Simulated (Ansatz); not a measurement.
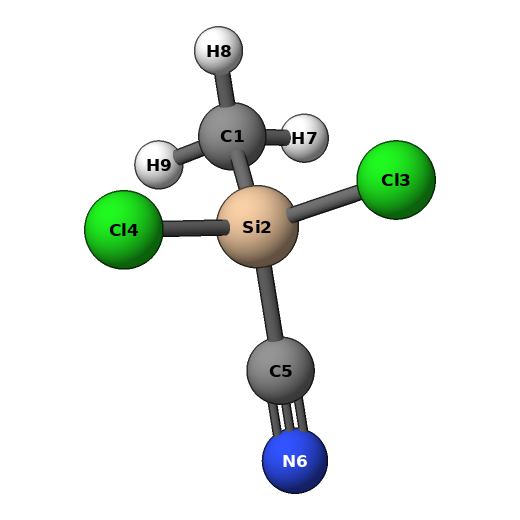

The questions are on Mulliken charges. Computed geometry: PBE-D4/def2-SVP optimisation. No frequency run is at hand to confirm it as a minimum. Method: RKS PBE-D4/def2-SVP (Ansatz 0.2.0).

> Which atom carries the highest charge (most positive or least negative)?

Si2 (0.57 e).

> And the lowest?

C1 (−0.26 e).

Give the Mulliken charges atom by atom.

```tsv
atom	value (e)
C1	−0.26
Si2	0.57
Cl3	−0.18
Cl4	−0.18
C5	−0.22
N6	−0.02
H7	0.09
H8	0.09
H9	0.09
```

Mulliken values depend strongly on the basis set and can even reverse the polarity of a bond.
